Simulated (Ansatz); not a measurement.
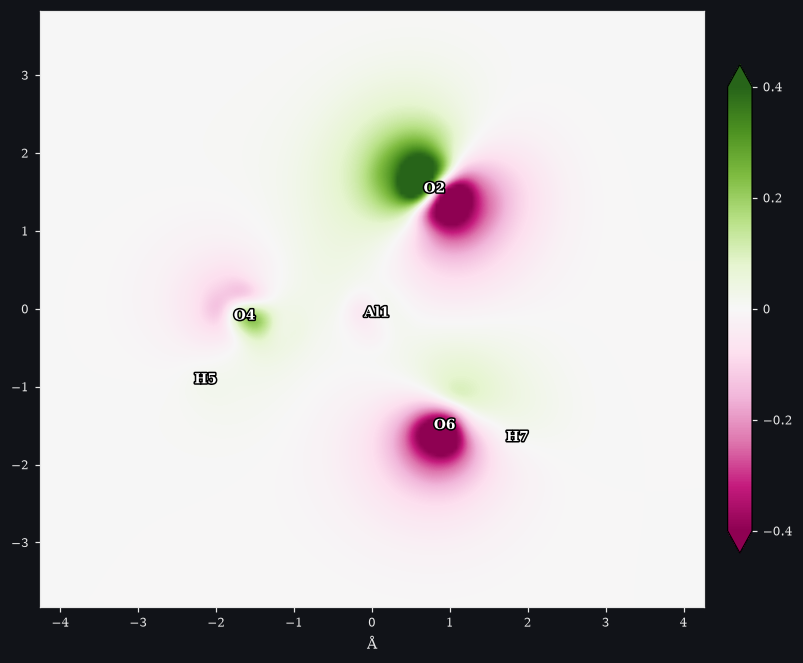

AlH$_{3}$O$_{3}$···NH$_{3}$. The HOMO−1 on the plane of atoms O2, Al1 and O4 (values in Å⁻³ᐟ²; the overall sign is arbitrary).

Not at a stationary point (largest force 1.1 eV/Å).

Method: RKS B3LYP-D4/def2-SVP in Ansatz 0.2.0.

| atom | x (Å) | y (Å) | z (Å) |
| --- | --- | --- | --- |
| Al | -0.0126 | -0.4842 | 0.1349 |
| O | -0.2627 | -0.2955 | 1.8616 |
| H | -1.0207 | -0.7208 | 2.2813 |
| O | 1.5995 | -0.6385 | -0.3800 |
| H | 1.8486 | -0.6705 | -1.3069 |
| O | -1.2731 | -0.7545 | -0.9787 |
| H | -2.2007 | -0.5283 | -0.8808 |
| N | 0.1218 | 2.5164 | 0.9054 |
| H | 1.0236 | 2.9899 | 0.9460 |
| H | -0.6046 | 3.2257 | 1.0096 |
| H | 0.0684 | 1.8872 | 1.7304 |

Describe this orbital and give its energy.

Answer. By Hirshfeld shares it lies mainly on O4 (about 45 %), O2 (about 30 %) and O6 (about 10 %); largely a combination of lone pairs on O4, O2 and O6. Its energy is −7.89 eV.
